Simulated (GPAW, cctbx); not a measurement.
# How far are the atoms of RbRu2N2 from free atoms?

Question: by how much does bonding change the X-ray structure factors of RbRu2N2, how firmly does DFT give the change, and what does a routine refinement make of it?

The cell comes from substitution in a known structure type and wasn't matched to any measured phase. All numbers below are calculated.

## 1. Find the equilibrium geometry

The density hangs on the geometry, so cell and atoms are relaxed first, with the symmetry held. The cutoff is set higher than for the density because stress converges slowly with plane waves.

Settings: GPAW 26.7.0, PBE, 900 eV, 4×4×4 k-points, Fermi–Dirac width 0.05 eV, BFGS to 0.03 eV/Å.

```text
cell
1.0
     0.000000000   -3.970000000    0.000000000
     3.970000000    0.000000000    0.000000000
    -1.985000000    1.985000000    6.268500000
Ru Rb N
2 1 2
Direct
0.250000000 0.750000000 0.500000000
0.750000000 0.250000000 0.500000000
0.000000000 0.000000000 0.000000000
0.658300000 0.658300000 0.316600000
0.341700000 0.341700000 0.683400000
```

```console
$ OMP_NUM_THREADS=1 mpirun -n 4 gpaw python run.py > gpaw.log
```

```text
BFGS:    0      -33.451381        3.157213
BFGS:    1      -33.998924        2.859647
BFGS:    2      -35.258137        1.469507
BFGS:    3      -35.428172        0.905745
BFGS:    4      -35.468888        0.359350
BFGS:    5      -35.475850        0.347029
BFGS:    6      -35.507245        0.269961
BFGS:    7      -35.518650        0.007962
cell  3.6942 3.6942 6.6770  106.06 106.06 90.00
volume 83.860 A^3, largest force 0.003 eV/A, largest stress 0.08 GPa
```

The cell moved far, while the k-mesh and basis were chosen for the start, so the final shape may be somewhat biased.

After 7 steps the volume has changed by -15.1 % and the energy by -2.067 eV; the largest stress left is 0.08 GPa. It took 2.6 min on 4 cores of AMD EPYC 9R14 (Zen 4) (shared host), peak memory 1.6 GiB.

Relaxed structure: I4/mmm (no. 139), a = 3.6942 Å, b = 3.6942 Å, c = 12.2897 Å, α = 90.00°, β = 90.00°, γ = 90.00°.

```
atom  mult.    x    y       z
 Ru1      4  1/2    0     1/4
 Rb1      2    0    0       0
  N1      4  1/2  1/2  0.1737
```

## 2. Density and charge transfer

X-rays see the whole electron density, so the PAW density is rebuilt with its core regions. Subtracting spherical free atoms from the same code cancels the cores and leaves the deformation density Δρ, the part due to bonding.

Settings: PBE, 550 eV, 5×5×5 k-points, Fermi–Dirac width 0.05 eV; primitive cell of 5 atoms.

```console
$ OMP_NUM_THREADS=1 mpirun -n 4 gpaw python run.py > gpaw.log
```

```text
|iter:   1|       0s |  -38.984674 | +0.13 |       |
|iter:   2|       1s |  -37.324082 | -1.50 | -1.00 |
|iter:   3|       2s |  -35.084447 | -0.91 | -1.09 |
...
|iter:   8|       7s |  -34.834419c| -5.88 | -3.49 |
|iter:   9|       8s |  -34.834419c| -6.72 | -3.95 |
|iter:  10|      10s |  -34.834420c| -7.98c| -4.66c|
```

```text
gpts.py:43: UserWarning: Initial realspace grid (20,20,40) inconsistent with symmetries.
gpts.py:43: UserWarning: Initial realspace grid (20,20,40) inconsistent with symmetries.
gpts.py:43: UserWarning: Initial realspace grid (20,20,40) inconsistent with symmetries.
gpts.py:43: UserWarning: Initial realspace grid (20,20,40) inconsistent with symmetries.
gpts.py:70: UserWarning: Using symmetrized grid: (40,40,40).
gpts.py:70: UserWarning: Using symmetrized grid: (40,40,40).
gpts.py:70: UserWarning: Using symmetrized grid: (40,40,40).
gpts.py:70: UserWarning: Using symmetrized grid: (40,40,40).
grid (80, 80, 80)  electrons 139.000  moved by bonding 1.050 e
deformation density beyond 0.5 A of the nuclei: max 0.273, min -0.221 e/A^3
atom        x       y       z   Voronoi charge  moment
Ru1    0.2500  0.7500  0.5000      0.232       0.00
Ru2    0.7500  0.2500  0.5000      0.232       0.00
Rb3    0.0000  0.0000  0.0000      0.311       0.00
N 4    0.6737  0.6737  0.3473     -0.387       0.00
N 5    0.3263  0.3263  0.6527     -0.387       0.00
mean inner potential of superposed free atoms 19.786 V
total magnetic moment 0.000 muB
```

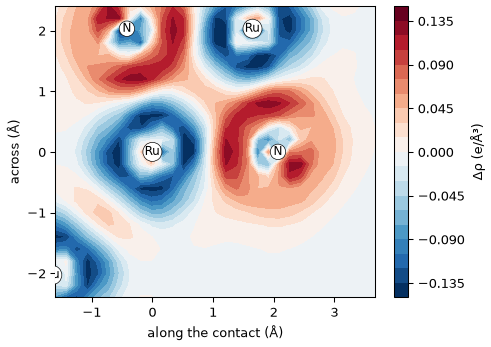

Deformation density in a plane through the shortest contact of the Ru atom at the origin; red gains electrons, blue loses them.

N gains most (-0.39 e) and Rb loses most (+0.31 e), as electronegativity suggests. Such charges fall far short of formal ones, since overlapping free atoms already put density on their neighbours. Along the shortest contact from the Ru atom at the map's origin, Ru–N at 2.07 Å, Δρ is +0.06 e/Å³ at the midpoint and highest, +0.13, 1.26 Å from Ru (points within 0.5 Å of a nucleus left out): little sits at the middle, as in a polar contact, whose build-up shifts to the more electronegative atom. At the midpoints of other shortest contacts it is +0.04 (Ru–Ru, 2.61 Å), +0.04 (N–N, 3.22 Å) and -0.01 (Rb–N, 3.37 Å) e/Å³. Point values carry grid noise of about 0.01 e/Å³. The run needed 10 iterations, 27 s.

## 3. From the density to structure factors

The Fourier components of Δρ, added to those of the free atoms, give the static X-ray structure factors; the Mott–Bethe relation turns them into the Fourier components V of the potential that fast electrons feel.

```text
static structure factors of the conventional cell: F in electrons, V (Mott-Bethe) in volts
   h  k  l      d  |F| table  |F| free   |F| DFT   change   |V| free  |V| DFT  change %
   0  0  2  6.1449   112.279   112.148   112.635    0.487     6.118    5.615     -8.2
   1  0  1  3.5378    53.949    54.022    53.471   -0.551     2.414    2.603      7.8
   0  0  4  3.0724   204.040   203.879   202.587   -1.292     9.438    9.771      3.5
   1  0  3  2.7434    79.596    79.506    80.365    0.859     4.577    4.400     -3.9
   1  1  0  2.6122    63.982    63.846    62.730   -1.116     1.894    2.102     11.0
   1  1  2  2.4040   186.365   186.219   185.603   -0.617     7.534    7.632      1.3
   0  0  6  2.0483    60.797    60.682    59.551   -1.132     1.638    1.768      7.9
   1  0  5  2.0464    44.219    44.255    44.120   -0.135     1.235    1.250      1.3
   1  1  4  1.9901    80.154    80.024    79.682   -0.342     3.411    3.448      1.1
   2  0  0  1.8471   191.977   191.927   191.950    0.023     8.025    8.023     -0.0
   2  0  2  1.7689    78.999    78.953    78.782   -0.171     3.346    3.360      0.4
   2  1  1  1.6374    44.086    44.091    44.056   -0.035     1.245    1.247      0.2
   1  1  6  1.6118   179.181   179.224   178.754   -0.469     6.944    6.978      0.5
   1  0  7  1.5857    46.587    46.590    46.672    0.082     1.472    1.466     -0.4
```

The largest X-ray change is -1.29 e on 004, 0.6 % of |F|. For electrons V goes as (Z − F)/g², so a change of F counts against Z − F, which is small at low angle and wherever the atoms' terms cancel: |V| of 110 moves by +11.0 % (1.89 to 2.10 V) against -1.7 % in |F|. The last three rows still change by up to 0.47 e; the table stops while the angles are still low. The tabulated Hartree–Fock atoms differ from the free DFT atoms by up to 0.16 e, so the choice of reference atom matters too.

## 4. Which functional?

The same geometry is run with other functionals, to see whether the bonding signal is larger than the spread between approximations. Free atoms are LDA for LDA and PBE otherwise; meta-GGAs and hybrids keep PBE cores. Any other changed setting is in the row's label.

```
   run  ΔF 004 (e)  ΔF 006 (e)  ΔF 110 (e)  q(N) (e)  moved (e)  time
   PBE      -1.292      -1.132      -1.116    -0.387      1.050  27 s
   LDA      -1.262      -1.055      -1.075    -0.376      1.008  26 s
r2SCAN      -1.292      -1.131      -1.089    -0.402      1.108  54 s
```

At the base's settings ΔF(004) spans -1.292 to -1.262 e, a spread of 2 % of the PBE value; over the three listed reflections the spread is at most 7 %, so sign and size hold across the functionals. Times are from shared hosts.

## 5. Refining ordinary atoms against data with bonding

Routine crystallography fits spherical atoms. To see the bias, intensities are simulated from tabulated atoms plus the DFT change ΔF, so that bonding alone can misfit (2824 reflections of the full sphere, merged to the counts below, to 0.5 Å, 1.5 % proportional noise plus counting noise, assumed isotropic U as listed, Δρ smeared by the mean U) and refined with cctbx over different ranges.

| range | data | R1 | GooF | U Ru1 (true 0.0073) | U Rb1 (true 0.0078) | U N1 (true 0.0127) | largest shift (Å) | Δρ max, min (e/Å³) |
| --- | --- | --- | --- | --- | --- | --- | --- | --- |
| all data | 250 | 0.0043 | 1.13 | 0.0073 | 0.0078 | 0.0127 | 0.0002 | 0.29, -0.25 |
| low resolution, d > 0.84 | 64 | 0.0047 | 1.38 | 0.0072 | 0.0077 | 0.0125 | 0.0038 | 0.15, -0.17 |
| high order, d < 0.75 | 167 | 0.0038 | 0.98 | 0.0073 | 0.0078 | 0.0127 | 0.0014 | 0.20, -0.16 |
| occupancies free, d > 0.7 | 103 | 0.0042 | 1.26 | 0.0073 | 0.0078 | 0.0132 | 0.0027 | 0.19, -0.20 |

With all data GooF is 1.13, diluted by the many high-angle data; the misfit shows at low resolution; the top residual peak, near noise level, lies 0.48 Å from N and 2.33 Å from Ru. No U is off by more than 3 s.u. at low resolution. With Ru1 held at 1 and the scale free, the other occupancies refine to Rb1 1.001(0.002) and N1 1.016(0.009), within three s.u. of full.

## 6. Answer

Bonding moves 1.05 e in the primitive cell of RbRu2N2 and changes the structure factors of the conventional cell in the table above by at most 1.29 e (004, 0.6 %), and among reflections above 2 % of the strongest by up to 1.9 % (006). The shortest bond, Ru–N, has Δρ = +0.06 e/Å³ at its midpoint, low for a shared bond; with the charge transfer this is a polar contact. At the base's settings ΔF(004) spans -1.292 to -1.262 e, a spread of 2 % of the PBE value; over the three listed reflections the spread is at most 7 %, so sign and size hold across the functionals. With all data GooF is 1.13, diluted by the many high-angle data. Limits: static density, frozen cores, no spin–orbit coupling.

[Outputs are excerpts: Python notices, other lines and further rows are left out; steps that failed or that the build refused (PBEsol, TPSS) are not shown.]

[Logs are printed without paths, hosts, clocks, repeated set-up lines and the standing remarks that a program may print on its own settings, such as how far it seeks lower states.]
